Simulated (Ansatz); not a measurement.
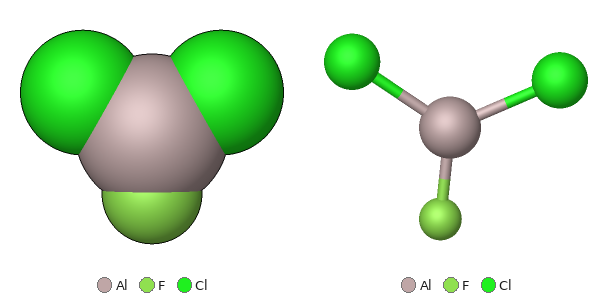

Both panels show the same species.

> Count the atoms of each element.

AlCl2F, 4 atoms: 1 aluminium, 2 chlorine and 1 fluorine.

> Give the symmetry (Schoenflies symbol).

C2v.

> How many sets of symmetry-equivalent atoms are there?

3: 1 Al, 1 F, 2 Cl.

> How many bonds of each kind are drawn?

2 Al–Cl, 1 Al–F. Sticks follow a distance rule.

More results for the same structure follow; atom numbers are the same in all pictures, views and colours differ. Computed geometry: PBE0-D4/def2-TZVP optimisation.

### Geometry

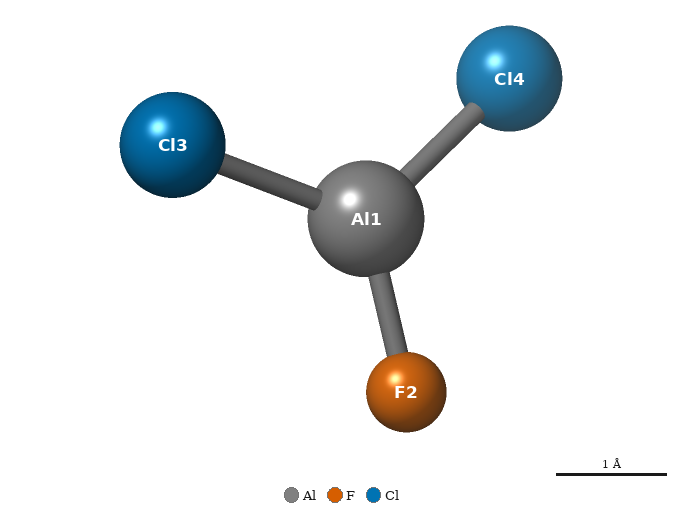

Numbered structure.

Give these bond angles: F2–Al1–Cl3, Cl3–Al1–Cl4.

```tsv
angle	degrees
F2–Al1–Cl3	119.2
Cl3–Al1–Cl4	121.5
```

### Dipole moment

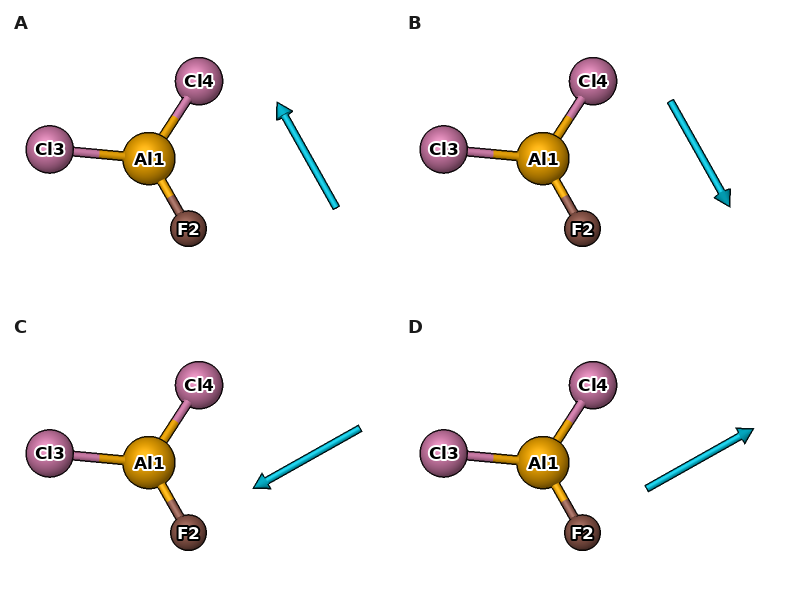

The same molecule four times, each with an arrow. Properties computed with RKS PBE0-D4/def2-TZVP (Ansatz 0.2.0).

> Which arrow points along the dipole moment, from the negative to the positive end?

A. The dipole moment is 0.47 D; it points from the side of F2 to the side of Cl3, Cl4 (the outermost atoms at the two ends).

### Vibrations

Harmonic vibrations computed with RKS PBE0-D4/def2-TZVP (Ansatz 0.2.0) at a stationary point of the same level.

> How many vibrational modes are there, and where do they lie?

6 modes: 149, 203, 233, 439, 638, 892 cm⁻¹.

### Charges

The questions are on Mulliken charges. Method: RKS PBE0-D4/def2-TZVP (Ansatz 0.2.0).

Give the Mulliken charges atom by atom.

```csv
atom,value (e)
Al1,0.72
F2,−0.31
Cl3,−0.20
Cl4,−0.20
```

### Thermal motion

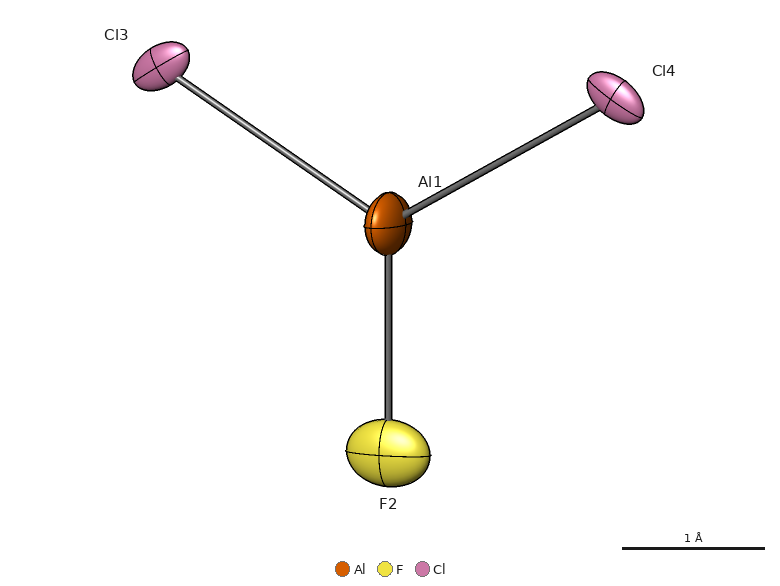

Displacement ellipsoids at the 50 % level, enlarged 2 times, from the internal vibrations of the free molecule (harmonic, no overall translation or rotation; no half-axis is drawn under 0.075 Å). Vibrations computed with RKS PBE0-D4/def2-TZVP (Ansatz 0.2.0). Temperature: 600 K.

> Which atom has the largest mean-square displacement?

F2, with U_eq = 0.0065 Å².

List U_eq and the three principal root-mean-square amplitudes for each kind of atom.

| atom | U_eq (Å²) | rms amplitudes (Å) |
| --- | --- | --- |
| Al1 | 0.0048 | 0.044, 0.072, 0.085 |
| F2 | 0.0065 | 0.046, 0.077, 0.106 |
| Cl3, Cl4 | 0.0030 | 0.020, 0.048, 0.080 |

Mulliken values depend strongly on the basis set and can even reverse the polarity of a bond.
